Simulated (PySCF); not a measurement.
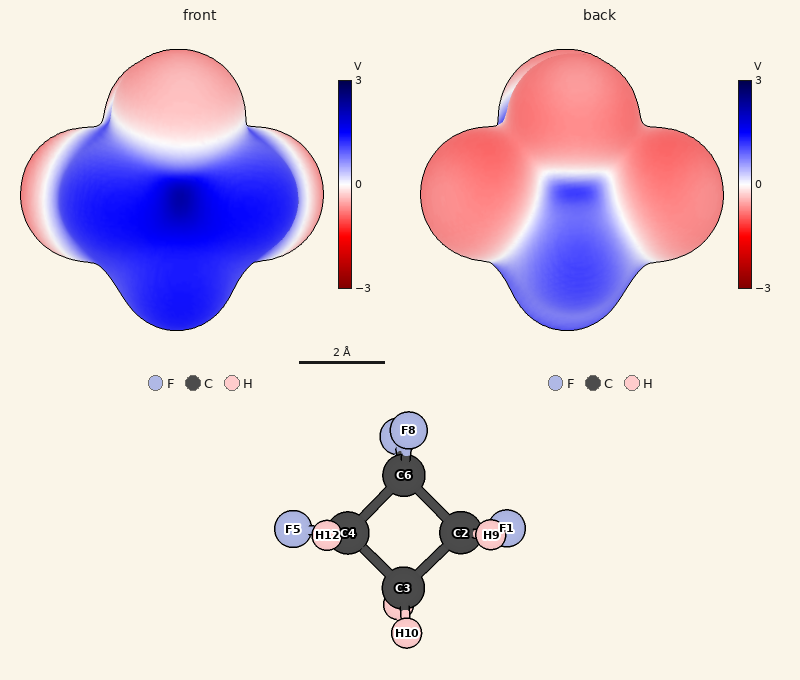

Figure 1: C$_{4}$H$_{4}$F$_{4}$. The electrostatic potential painted on the density surface at 0.002 e/bohr³, seen from the front and from behind; red is negative and blue positive. The bare structure is drawn below in the same view.

Geometry: GFN2-xTB.

Computed with PBE0/pcSseg-1, SCF density, gas phase, non-relativistic (PySCF).

```xyz
12

F     0.2016   -2.1003   -0.6925
C     0.1253   -1.0693    0.1872
C    -1.1068   -0.1619    0.0408
C    -0.1938    1.0747    0.0418
F    -0.4019    1.9553   -0.9701
C     1.0340    0.1454   -0.1235
F     1.5936    0.1471   -1.3399
F     2.0332    0.3538    0.7669
H     0.3042   -1.4688    1.1894
H    -1.8511   -0.2193    0.8287
H    -1.5759   -0.2978   -0.9322
H    -0.1610    1.6403    0.9775
```

Which sites attract a positive test charge, and which a negative one?

A positive charge is drawn to the negative regions and a negative charge to the positive ones. The most negative region (about −0.9 V, or −21 kcal/mol for a unit charge) lies over F1 and F5, the most positive (about +2.0 V, or +46 kcal/mol for a unit charge) over C2, C3, C4 and C6.

How polar is the molecule by this calculation?

Its dipole moment is 3.17 D.
